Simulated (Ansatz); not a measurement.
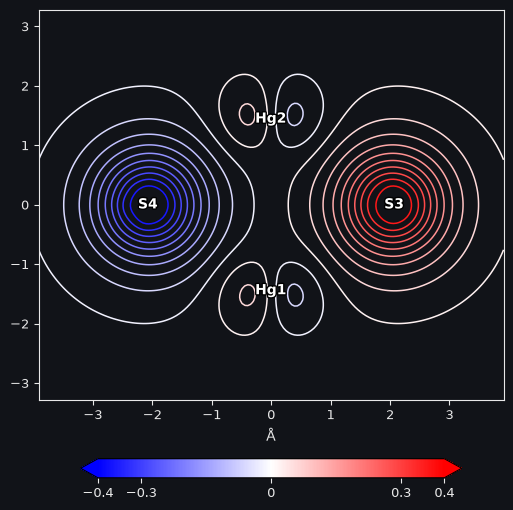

Hg₂S₂. The HOMO on a plane 0.8 Å above the molecular plane (values in Å⁻³ᐟ²; the overall sign is arbitrary).

Geometry: r2SCAN-D4/def2-SVP; core potentials replace the inner electrons of Hg.

These are results of Ansatz 0.2.0, RKS PBE0-D4/def2-TZVP, not measurements.

What is the character of this orbital?

Answer. By Hirshfeld shares it lies mainly on S4 (about 45 %) and S3 (about 45 %); it changes sign across the molecular plane (π type); it is gerade (even under inversion). Its energy is −6.70 eV.
